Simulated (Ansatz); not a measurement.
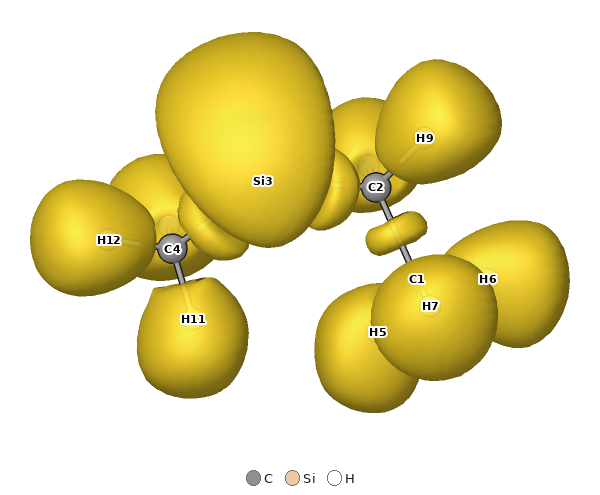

Figure 1: C3H8Si. Isosurface of the electron localisation function at 0.8 (yellow), seen across its widest extent. Only the valence region is drawn (cores and ρ < 0.01 e/Å³ removed).

All numbers below come from SCF wB97X-V, Gaussian basis in Ansatz 0.2.0.

The calculation's input:

```
crystal:
  periodic: [false, false, false]
  atoms:
    - { symbol: C, position_ang: [-0.8056, 1.3216, 0.3044] }
    - { symbol: C, position_ang: [-0.507, 0.1065, 1.0767] }
    - { symbol: Si, position_ang: [1.1027, -0.6775, 0.642] }
    - { symbol: C, position_ang: [1.2612, -1.3037, -1.0804] }
    - { symbol: H, position_ang: [-0.9159, 1.156, -0.7997] }
    - { symbol: H, position_ang: [-1.8246, 1.7713, 0.617] }
    - { symbol: H, position_ang: [-0.0811, 2.1564, 0.448] }
    - { symbol: H, position_ang: [-1.2591, -0.6137, 0.9204] }
    - { symbol: H, position_ang: [-0.5014, 0.371, 2.1881] }
    - { symbol: H, position_ang: [0.3917, -2.0406, -1.2322] }
    - { symbol: H, position_ang: [1.0562, -0.5025, -1.7798] }
    - { symbol: H, position_ang: [2.16, -1.7999, -1.2705] }
basis:
  gaussian:
    orbitals: def2-SVP
hamiltonian:
  xc:
    name: wB97X-V
output:
  orbitals: {}
```

Command:

```sh
python energy_c3h8si.py
```

### What do the ELF domains correspond to?

At this value the surface marks out one region between bonded C–C atoms (shared pairs), two regions between bonded C–Si atoms (shared pairs), eight regions around hydrogen nuclei and one lobe on Si, pointing away from the bonds (lone pairs).

Values along the shortest contacts:
C–C (1.47 Å): the ELF peaks at about 0.95 between the atoms; a shared electron pair. C–Si (1.84 Å): the ELF peaks at about 0.95 between the atoms; a covalent bond.
